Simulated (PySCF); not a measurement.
# U-r2SCAN/cc-pVDZ run of C3H3F (SMILES C=C[C]F)

Aim: the vertical ionisation energy of C3H3F at U-r2SCAN/cc-pVDZ, from 2 runs. Input form: a Python script.

The calculation is run with PySCF 2.14.0.

### 1 Starting point

C3H3F: 7 atoms, total charge 0, spin state triplet. As SMILES, `C=C[C]F`. Geometry: relaxed at GFN2-xTB.

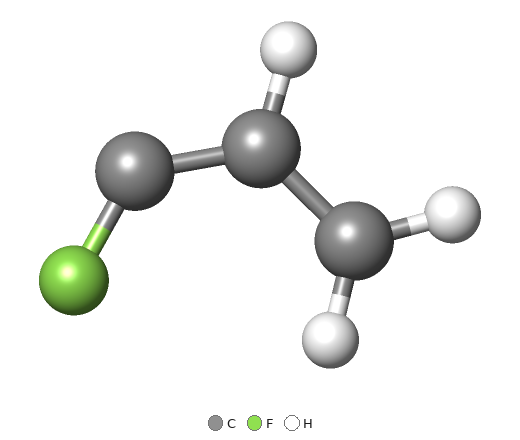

The structure, seen from a chosen angle (carbon grey, fluorine green, hydrogen white).

### 2 A single-point energy at U-r2SCAN/cc-pVDZ

input.xyz reads:

```xyz
7

C     -0.055490     0.877360    -0.361910
C      0.214470    -0.103660     0.571450
C      0.010420    -1.429420     0.386220
F     -0.467430    -2.066430    -0.667960
H     -0.459790     0.631190    -1.326290
H      0.137690     1.908930    -0.133130
H      0.620120     0.182030     1.531620
```

input.py reads:

```python
from pyscf import gto, dft

molecule = gto.Mole()
molecule.atom = 'input.xyz'
molecule.spin = 2
molecule.charge = 0
molecule.verbose = 3
molecule.basis = 'cc-pvdz'
molecule.max_memory = 1860
molecule.build()

ks = dft.UKS(molecule)
ks.xc = 'r2scan'
ks.conv_tol = 1e-10
ks.grids.level = 4
ks.kernel()
if not ks.converged:
    ks = ks.newton().run(ks.mo_coeff, ks.mo_occ)

etot = ks.e_tot
print(f'total energy: {etot:.8f} hartree')
```

Launch:

```console
$ OMP_NUM_THREADS=1 python input.py
```

What it wrote:

```text
WARN: HOMO -0.184873304412094 >= LUMO -0.214627543478847

WARN: HOMO -0.136646582973023 >= LUMO -0.14518541998376

converged SCF energy = -215.719576727854  <S^2> = 2.0494165  2S+1 = 3.0327654
total energy: -215.71957673 hartree
```

It took 38 s on 1 thread of Arm Neoverse V1, shared host; peak memory 0.42 GiB.

### 3 The doublet cation at the same level

run.py reads:

```python
from pyscf import gto, dft

mol = gto.M(
    atom='''
C     -0.104861     1.657970    -0.683911
C      0.405290    -0.195889     1.079884
C      0.019691    -2.701212     0.729850
F     -0.883315    -3.904987    -1.262261
H     -0.868877     1.192776    -2.506325
H      0.260196     3.607355    -0.251579
H      1.171857     0.343987     2.894342
''',
    basis='cc-pvdz',
    unit='bohr',
    spin=1,
    max_memory=1860,
    charge=1,
    verbose=3,
)

calc0 = dft.UKS(mol, xc='r2scan')
calc0.grids.level = 4
calc0.conv_tol = 1e-10
calc0.kernel()
if not calc0.converged:
    calc0 = calc0.newton().run(calc0.mo_coeff, calc0.mo_occ)

etot = calc0.e_tot
print(f'total energy: {etot:.8f} hartree')
```

Launch:

```console
$ OMP_NUM_THREADS=1 python run.py
```

What it wrote:

```text
WARN: HOMO -0.214627505757465 >= LUMO -0.214627505757464

converged SCF energy = -215.413806999323  <S^2> = 0.77321266  2S+1 = 2.0230795
total energy: -215.41380700 hartree
```

It took 42 s on 1 thread of Arm Neoverse V1, shared host; peak memory 0.42 GiB.

### 4 What came out

Level: U-r2SCAN/cc-pVDZ.

```
                                          quantity          value
                       triplet C3H3F: total energy  -215.71958 Eh
                      triplet C3H3F: dipole moment         0.97 D
 triplet C3H3F: HOMO energy (highest over α and β)       -4.95 eV
  triplet C3H3F: LUMO energy (lowest over α and β)       -2.43 eV
                               triplet C3H3F: ⟨S²⟩          2.049
                      doublet cation: total energy  -215.41381 Eh
doublet cation: HOMO energy (highest over α and β)      -14.19 eV
 doublet cation: LUMO energy (lowest over α and β)      -11.48 eV
                              doublet cation: ⟨S²⟩          0.773
vertical ionisation energy (to the doublet cation)       8.320 eV
```

In words: The vertical ionisation energy comes to 8.32 eV (803 kJ/mol). Mulliken charges (triplet C3H3F) run from -0.11 on F4 to +0.10 on C3; they depend strongly on the basis. Mulliken charges (doublet cation) run from -0.06 on C2 to +0.37 on C3; they depend strongly on the basis.
